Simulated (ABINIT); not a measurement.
# Diamond (Fd-3m, 2 atoms a cell): G0W0 in ABINIT against the plane-wave cutoff, part 2 of 2

Wanted: the cheapest plane-wave cutoff that holds the gap of Diamond (Fd-3m, 2 atoms a cell).

ABINIT 10.8.3; PBE and many-body steps on it, plane waves. Known limits of the many-body steps: not at the basis limit.

So far. Step 5 (Empty states on the mesh, 8×8×8 mesh, 64 bands): On this mesh the gap is 4.189 eV. Step 6 (Screening, 8×8×8 mesh, 56 bands, screening to 261.2 eV): Local fields lower ε∞ by 7 %.

### 8. Screening, 8×8×8 mesh, 56 bands, screening to 261.2 eV

This step: RPA screening on PBE, plane waves, norm-conserving pseudopotentials.

The input, run.abi:

```
acell 3*1.0 Angstrom
rprim 
  -0.000000000000 1.783370000000 1.783370000000
  1.783370000000 -0.000000000000 1.783370000000
  1.783370000000 1.783370000000 0.000000000000
ntypat 1
znucl 6
natom 2
typat 1 1
xred 
  -0.000000000000 0.000000000000 0.000000000000
  0.250000000000 0.250000000000 0.250000000000
pp_dirpath "pseudos"
pseudos "C.upf"
ecut 30
ngkpt 8 8 8
nshiftk 1
shiftk 0 0 0
kptopt 1
chksymbreak 0
istwfk *1
occopt 1
irdwfk 1
optdriver 3
nband 56
ecuteps 9.6
inclvkb 2
awtr 1
symchi 1
indata_prefix "in"
outdata_prefix "out"
tmpdata_prefix "tmp"
```

Started as:

```
> OMP_NUM_THREADS=1 mpirun -n 8 abinit run.abi > log
```

Log:

```text
.Version 10.8.3 of ABINIT. v10.8.2 released Aug 2026.

 Symmetries : space group Fd -3 m (#227); Bravais cF (face-center cubic)
[... echo of the input left out ...]
== DATASET  1 ==================================================================
-   mpi_nproc: 8, omp_nthreads: 1 (-1 if OMP is not activated)

--- !DatasetInfo
iteration_state: {dtset: 1, }
dimensions: {natom: 2, nkpt: 29, mband: 56, nsppol: 1, nspinor: 1, nspden: 1, mpw: 620, }
cutoff_energies: {ecut:  30.0, pawecutdg:  -1.0, }
electrons: {nelect:   8.00000000E+00, charge:   0.00000000E+00, occopt:   1.00000000E+00, tsmear:   1.00000000E-02, }

 SCREENING: Calculation of the susceptibility and dielectric matrices

 Based on a program developped by R.W. Godby, V. Olevano, G. Onida, and L. Reining.
 Incorporated in ABINIT by V. Olevano, G.-M. Rignanese, and M. Torrent.
.Using double precision arithmetic ; gwpc =  8

[... cell and pseudopotentials left out ...]
--------------------------------------------------------------------------------

 ==== K-mesh for the wavefunctions ====
 Number of points in the irreducible wedge :    29
[... list of points left out ...]
 Together with 48 symmetry operations and time-reversal symmetry
 yields   512 points in the full Brillouin Zone.

 ==== Q-mesh for the screening function ====
 Number of points in the irreducible wedge :    29
[... list of points left out ...]
 Together with 48 symmetry operations and time-reversal symmetry
 yields   512 points in the full Brillouin Zone.

 setmesh: FFT mesh size selected  =    20x   20x   20
          total number of points  =         8000

 vcoul_init : cutoff-mode = AUXILIARY_FUNCTION
 q-points for optical limit:   1
     1)      0.000010    0.000020    0.000030

- screening: taking advantage of time-reversal symmetry
- Maximum band index for partially occupied states nbvw = 4
- Remaining bands to be divided among processors   nbcw = 52
- Number of bands treated by each node ~6

 Number of electrons calculated from density =    8.0000; Expected =    8.0000
 average of density, n =  0.104505
 r_s =    1.3170
 omega_plasma =   31.1835 [eV]

 calculating chi0 at frequencies [eV] :
  1    0.000000E+00    0.000000E+00
  2    0.000000E+00    3.118352E+01

--------------------------------------------------------------------------------
  q-point number  1        q = ( 0.000000, 0.000000, 0.000000) [r.l.u.]
--------------------------------------------------------------------------------
[... chi0 elements left out ...]
 For q-point:  0.000010 0.000020 0.000030
  dielectric constant =   5.5172
  dielectric constant without local fields =   5.9568

  Average fulfillment of the sum rule on Im[epsilon] for q-point    1 :     85.44  [%]
[... wings left out ...]
  q-point number  2        q = ( 0.125000, 0.000000, 0.000000) [r.l.u.]
--------------------------------------------------------------------------------
[... chi0 elements left out ...]
  Average fulfillment of the sum rule on Im[epsilon] for q-point    2 :     97.24  [%]

 [... 27 further q-points ...]
```

The job ended after 22 s (8 MPI ranks of Arm Neoverse V1, shared host; peak memory 0.98 GiB).

This step gave:

| Quantity | Value |
| --- | --- |
| ε∞ with local fields, on this mesh, along the program's q direction | 5.517 |
| the same without local fields | 5.957 |
| plasma frequency | 31.18 eV |
| plane waves in the screening matrix | 113 |

### 9. 30 Ha

The self-energy is evaluated for the states that the input lists, and the levels follow from it, in one-shot runs by the linearised quasiparticle equation.

This step: G0W0 on PBE, plane waves, norm-conserving pseudopotentials.

run.abi: that of step 8 with these lines changed.

```diff
@@ -23,8 +23,17 @@
 irdwfk 1
-optdriver 3
+optdriver 4
 nband 56
+gwcalctyp 0
+ecutsigx 30
+symsigma 1
+nkptgw 2
+kptgw 
+  0.0000000000 0.0000000000 0.0000000000
+  0.3750000000 0.3750000000 0.0000000000
+bdgw 
+  2 7
+  3 6
 ecuteps 9.6
-inclvkb 2
-awtr 1
-symchi 1
+irdscr 1
+ppmodel 1
 indata_prefix "in"
```

Log:

```text
.Version 10.8.3 of ABINIT. v10.8.2 released Aug 2026.

 Symmetries : space group Fd -3 m (#227); Bravais cF (face-center cubic)
[... echo of the input left out ...]
== DATASET  1 ==================================================================
-   mpi_nproc: 8, omp_nthreads: 1 (-1 if OMP is not activated)

--- !DatasetInfo
iteration_state: {dtset: 1, }
dimensions: {natom: 2, nkpt: 29, mband: 56, nsppol: 1, nspinor: 1, nspden: 1, mpw: 620, }
cutoff_energies: {ecut:  30.0, pawecutdg:  -1.0, }
electrons: {nelect:   8.00000000E+00, charge:   0.00000000E+00, occopt:   1.00000000E+00, tsmear:   1.00000000E-02, }

 SIGMA: Calculation of the GW corrections

 Based on a program developped by R.W. Godby, V. Olevano, G. Onida, and L. Reining.
 Incorporated in ABINIT by V. Olevano, G.-M. Rignanese, and M. Torrent.
.Using double precision arithmetic ; gwpc =  8

[... cell and pseudopotentials left out ...]
--------------------------------------------------------------------------------

 ==== K-mesh for the wavefunctions ====
 Number of points in the irreducible wedge :    29
[... list of points left out ...]
 Together with 48 symmetry operations and time-reversal symmetry
 yields   512 points in the full Brillouin Zone.

 ==== Q-mesh for screening function ====
 Number of points in the irreducible wedge :    29
[... list of points left out ...]
 Together with 48 symmetry operations and time-reversal symmetry
 yields   512 points in the full Brillouin Zone.

 vcoul_init : cutoff-mode = AUXILIARY_FUNCTION
 q-points for optical limit:   1
     1)      0.000010    0.000020    0.000030
 setmesh: FFT mesh size selected  =    24x   24x   24
          total number of points  =        13824

 Number of electrons calculated from density =    8.0000; Expected =    8.0000
[...]
number of omega for Sigma on real axis              0
 max omega for Sigma on real axis  [eV]           0.00
 zcut for avoiding poles [eV]                     0.10

 EPSILON^-1 parameters (SCR file):
 dimension of the eps^-1 matrix on file            113
 dimension of the eps^-1 matrix used               113
 number of plane-waves for wavefunctions           609
 number of bands                                    56
 number of q-points in IBZ                          29
 number of frequencies                               2
 number of real frequencies                          1
 number of imag frequencies                          1

 matrix elements of self-energy operator (all in [eV])

 Perturbative Calculation

--- !SelfEnergy_ee
iteration_state: {dtset: 1, }
kpoint     : [   0.000,    0.000,    0.000, ]
spin       : 1
KS_gap     :    5.635
QP_gap     :    7.413
Delta_QP_KS:    1.778
data: !SigmaeeData |
     Band     E0 <VxcDFT>   SigX SigC(E0)      Z dSigC/dE  Sig(E)    E-E0       E
        2  10.299 -16.963 -19.290   1.551   0.831  -0.203 -17.608  -0.645   9.655
        3  10.299 -16.963 -19.290   1.551   0.831  -0.203 -17.608  -0.645   9.655
        4  10.299 -16.963 -19.290   1.551   0.831  -0.203 -17.608  -0.645   9.655
[...]
--- !SelfEnergy_ee
iteration_state: {dtset: 1, }
kpoint     : [   0.375,    0.375,    0.000, ]
spin       : 1
KS_gap     :    9.939
QP_gap     :   11.596
Delta_QP_KS:    1.657
data: !SigmaeeData |
     Band     E0 <VxcDFT>   SigX SigC(E0)      Z dSigC/dE  Sig(E)    E-E0       E
[...]
5  14.484 -14.092  -8.674  -4.675   0.842  -0.188 -13.466   0.626  15.111
        6  17.098 -13.237  -7.305  -5.216   0.843  -0.186 -12.633   0.604  17.701

== END DATASET(S) ==============================================================
================================================================================

 -outvars: echo values of variables after computation  --------
           etotal      0.0000000000E+00
            nband          56
             nkpt          29
          spgroup         227
 [... the other variables as echoed above ...]

 Calculation completed.
```

It took 4.2 s on 8 MPI ranks; peak memory 1.1 GiB; 33 s of CPU time.

Numbers from this step:

* G0W0 gap on the points computed: 5.456 eV
* starting gap on the mesh: 4.185 eV
* k of the valence top: 0, 0, 0
* k of the conduction bottom: 0.375, 0.375, 0
* Z at the valence top: 0.831
* Z at the conduction bottom: 0.842
* least direct G0W0 gap on the computed points: 7.413 eV

The gap on the mesh goes from 4.18 eV to 5.46 eV, a correction of +1.27 eV.

### 10. Screening, 8×8×8 mesh, 56 bands, screening to 261.2 eV

This step: RPA screening on PBE, plane waves, norm-conserving pseudopotentials.

run.abi: that of step 9 with these lines changed.

```diff
@@ -14,3 +14,3 @@
 pseudos "C.upf"
-ecut 30
+ecut 37
 ngkpt 8 8 8
@@ -23,17 +23,8 @@
 irdwfk 1
-optdriver 4
+optdriver 3
 nband 56
-gwcalctyp 0
-ecutsigx 30
-symsigma 1
-nkptgw 2
-kptgw 
-  0.0000000000 0.0000000000 0.0000000000
-  0.3750000000 0.3750000000 0.0000000000
-bdgw 
-  2 7
-  3 6
 ecuteps 9.6
-irdscr 1
-ppmodel 1
+inclvkb 2
+awtr 1
+symchi 1
 indata_prefix "in"
```

Log:

```text
.Version 10.8.3 of ABINIT. v10.8.2 released Aug 2026.

 Symmetries : space group Fd -3 m (#227); Bravais cF (face-center cubic)
[... echo of the input left out ...]
== DATASET  1 ==================================================================
-   mpi_nproc: 8, omp_nthreads: 1 (-1 if OMP is not activated)

--- !DatasetInfo
iteration_state: {dtset: 1, }
dimensions: {natom: 2, nkpt: 29, mband: 56, nsppol: 1, nspinor: 1, nspden: 1, mpw: 869, }
cutoff_energies: {ecut:  37.0, pawecutdg:  -1.0, }
[...]
--------------------------------------------------------------------------------
[... chi0 elements left out ...]
 For q-point:  0.000010 0.000020 0.000030
  dielectric constant =   5.5095
  dielectric constant without local fields =   5.9484

  Average fulfillment of the sum rule on Im[epsilon] for q-point    1 :     85.44  [%]
[... wings left out ...]
  q-point number  2        q = ( 0.125000, 0.000000, 0.000000) [r.l.u.]
--------------------------------------------------------------------------------
[... chi0 elements left out ...]
  Average fulfillment of the sum rule on Im[epsilon] for q-point    2 :     97.24  [%]

 [... 27 further q-points ...]
```

Wall time 22 s (8 MPI ranks); peak memory 1 GiB; 2.9 min of CPU time.

Numbers from this step:

| Item | Value |
| --- | --- |
| ε∞ with local fields, on this mesh, along the program's q direction | 5.510 |
| the same without local fields | 5.948 |
| plasma frequency | 31.18 eV |
| plane waves in the screening matrix | 113 |

### 11. 37 Ha

This step: G0W0 on PBE, plane waves, norm-conserving pseudopotentials.

run.abi: that of step 10 with these lines changed.

```diff
@@ -23,8 +23,17 @@
 irdwfk 1
-optdriver 3
+optdriver 4
 nband 56
+gwcalctyp 0
+ecutsigx 37
+symsigma 1
+nkptgw 2
+kptgw 
+  0.0000000000 0.0000000000 0.0000000000
+  0.3750000000 0.3750000000 0.0000000000
+bdgw 
+  2 7
+  3 6
 ecuteps 9.6
-inclvkb 2
-awtr 1
-symchi 1
+irdscr 1
+ppmodel 1
 indata_prefix "in"
```

Log:

```text
.Version 10.8.3 of ABINIT. v10.8.2 released Aug 2026.

 Symmetries : space group Fd -3 m (#227); Bravais cF (face-center cubic)
[... echo of the input left out ...]
== DATASET  1 ==================================================================
-   mpi_nproc: 8, omp_nthreads: 1 (-1 if OMP is not activated)

--- !DatasetInfo
iteration_state: {dtset: 1, }
dimensions: {natom: 2, nkpt: 29, mband: 56, nsppol: 1, nspinor: 1, nspden: 1, mpw: 869, }
cutoff_energies: {ecut:  37.0, pawecutdg:  -1.0, }
[...]
Band     E0 <VxcDFT>   SigX SigC(E0)      Z dSigC/dE  Sig(E)    E-E0       E
[...]
5  14.483 -14.094  -8.673  -4.677   0.842  -0.188 -13.467   0.627  15.110
        6  17.096 -13.238  -7.304  -5.217   0.843  -0.186 -12.633   0.605  17.701

== END DATASET(S) ==============================================================
================================================================================

 -outvars: echo values of variables after computation  --------
           etotal      0.0000000000E+00
            nband          56
             nkpt          29
          spgroup         227
 [... the other variables as echoed above ...]

 Calculation completed.
```

Run time: 4.5 s. Hardware: 8 MPI ranks; peak memory 1 GiB; 35 s of CPU time.

Numbers from this step:

* G0W0 gap on the points computed: 5.467 eV
* starting gap on the mesh: 4.190 eV
* k of the valence top: 0, 0, 0
* k of the conduction bottom: 0.375, 0.375, 0
* least direct G0W0 gap on the computed points: 7.408 eV

Against the run before, the gap moves by +0.011 eV.

### 12. Screening, 8×8×8 mesh, 56 bands, screening to 261.2 eV

This step: RPA screening on PBE, plane waves, norm-conserving pseudopotentials.

run.abi: that of step 11 with these lines changed.

```diff
@@ -14,3 +14,3 @@
 pseudos "C.upf"
-ecut 37
+ecut 46
 ngkpt 8 8 8
@@ -23,17 +23,8 @@
 irdwfk 1
-optdriver 4
+optdriver 3
 nband 56
-gwcalctyp 0
-ecutsigx 37
-symsigma 1
-nkptgw 2
-kptgw 
-  0.0000000000 0.0000000000 0.0000000000
-  0.3750000000 0.3750000000 0.0000000000
-bdgw 
-  2 7
-  3 6
 ecuteps 9.6
-irdscr 1
-ppmodel 1
+inclvkb 2
+awtr 1
+symchi 1
 indata_prefix "in"
```

Log:

```text
.Version 10.8.3 of ABINIT. v10.8.2 released Aug 2026.

 Symmetries : space group Fd -3 m (#227); Bravais cF (face-center cubic)
[... echo of the input left out ...]
== DATASET  1 ==================================================================
-   mpi_nproc: 8, omp_nthreads: 1 (-1 if OMP is not activated)

--- !DatasetInfo
iteration_state: {dtset: 1, }
dimensions: {natom: 2, nkpt: 29, mband: 56, nsppol: 1, nspinor: 1, nspden: 1, mpw: 1158, }
cutoff_energies: {ecut:  46.0, pawecutdg:  -1.0, }
[...]
--------------------------------------------------------------------------------
[... chi0 elements left out ...]
 For q-point:  0.000010 0.000020 0.000030
  dielectric constant =   5.5098
  dielectric constant without local fields =   5.9488

  Average fulfillment of the sum rule on Im[epsilon] for q-point    1 :     85.44  [%]
[... wings left out ...]
  q-point number  2        q = ( 0.125000, 0.000000, 0.000000) [r.l.u.]
--------------------------------------------------------------------------------
[... chi0 elements left out ...]
  Average fulfillment of the sum rule on Im[epsilon] for q-point    2 :     97.24  [%]

 [... 27 further q-points ...]
```

Wall time 47 s (8 MPI ranks); peak memory 1.3 GiB.

Numbers from this step:

| Quantity | Value |
| --- | --- |
| ε∞ with local fields, on this mesh, along the program's q direction | 5.510 |
| the same without local fields | 5.949 |
| plasma frequency | 31.18 eV |
| plane waves in the screening matrix | 113 |

### 13. 46 Ha

This step: G0W0 on PBE, plane waves, norm-conserving pseudopotentials.

run.abi: that of step 12 with these lines changed.

```diff
@@ -23,8 +23,17 @@
 irdwfk 1
-optdriver 3
+optdriver 4
 nband 56
+gwcalctyp 0
+ecutsigx 46
+symsigma 1
+nkptgw 2
+kptgw 
+  0.0000000000 0.0000000000 0.0000000000
+  0.3750000000 0.3750000000 0.0000000000
+bdgw 
+  2 7
+  3 6
 ecuteps 9.6
-inclvkb 2
-awtr 1
-symchi 1
+irdscr 1
+ppmodel 1
 indata_prefix "in"
```

Log:

```text
.Version 10.8.3 of ABINIT. v10.8.2 released Aug 2026.

 Symmetries : space group Fd -3 m (#227); Bravais cF (face-center cubic)
[... echo of the input left out ...]
== DATASET  1 ==================================================================
-   mpi_nproc: 8, omp_nthreads: 1 (-1 if OMP is not activated)

--- !DatasetInfo
iteration_state: {dtset: 1, }
dimensions: {natom: 2, nkpt: 29, mband: 56, nsppol: 1, nspinor: 1, nspden: 1, mpw: 1158, }
cutoff_energies: {ecut:  46.0, pawecutdg:  -1.0, }
[...]
Band     E0 <VxcDFT>   SigX SigC(E0)      Z dSigC/dE  Sig(E)    E-E0       E
[...]
5  14.482 -14.094  -8.673  -4.677   0.842  -0.188 -13.468   0.627  15.109
        6  17.096 -13.238  -7.304  -5.217   0.843  -0.186 -12.634   0.605  17.700

== END DATASET(S) ==============================================================
================================================================================

 -outvars: echo values of variables after computation  --------
           etotal      0.0000000000E+00
            nband          56
             nkpt          29
          spgroup         227
 [... the other variables as echoed above ...]

 Calculation completed.
```

Elapsed: 5.1 s, on 8 MPI ranks; peak memory 1.3 GiB; 40 s of CPU time.

This step gave:

| Item | Value |
| --- | --- |
| G0W0 gap on the points computed | 5.466 eV |
| starting gap on the mesh | 4.189 eV |
| k of the valence top | 0, 0, 0 |
| k of the conduction bottom | 0.375, 0.375, 0 |
| least direct G0W0 gap on the computed points | 7.406 eV |

Against the run before, the gap moves by −0.001 eV.

### 14. The runs together

Times are wall times on 8 MPI ranks of Arm Neoverse V1, shared host, good to a factor of about two. A run's time includes the screening step that it read.

```csv
run,mesh,bands,screening cutoff (eV),DFT gap (eV),gap on the mesh (eV),direct (eV),ε∞ used,time
22 Ha,8×8×8,56,261.2,4.052,5.325,7.418,5.54,26 s
30 Ha,8×8×8,56,261.2,4.185,5.456,7.413,5.52,26 s
37 Ha,8×8×8,56,261.2,4.190,5.467,7.408,5.51,26 s
46 Ha,8×8×8,56,261.2,4.189,5.466,7.406,5.51,52 s
```

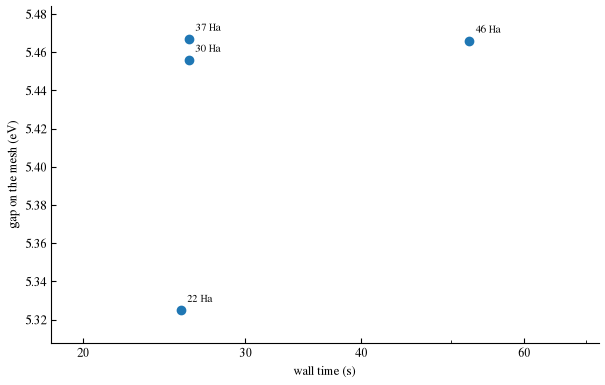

Result against wall time.

### 15. Outcome

```yaml
22_ha: 5.325 eV
30_ha: 5.456 eV
37_ha: 5.467 eV
46_ha: 5.466 eV
known_limits: not at the basis limit
```

In words: The setting moved: plane-wave cutoff. From 22 Ha to 46 Ha the gap moves by +0.14 eV, for 2.0 times the time. It holds to 0.03 eV from 30 Ha on. Bands and screening cutoff are coupled, so a series along one setting does not show full convergence. Bands and cutoff are finite, so the gap is not at the basis limit. The miss can reach some tenths of an eV and take either sign; the mesh is an error of its own. In the G0W0 runs levels were corrected at 2 k points alone, so a gap called «on the mesh» is the least over those, and an edge elsewhere would be missed.

[Paths, hosts, dates, memory and timing lines, banners, echoed tables and standing remarks are left out of the program output.]

[Logs are printed without paths, hosts, clocks, repeated set-up lines and the standing remarks that a program may print on its own settings, such as how far it seeks lower states.]

[Runs of the session that timed out or met a known fault of the program may be left out.]

[Hosts, paths, dates, database ids (printed as entryN), source tags and the programs' standing remarks are cut or masked in the printed files.]

[G0W0 gaps are taken among the corrected bands and points alone; a level outside them can change the order at an edge.]

[Where Ansatz stands beside ABINIT at settings called matched, ABINIT's density can come from a denser mesh and the files from another edition; pairs whose starting gaps differed by over 0.03 eV were left out, so agreement reads better than it is.]
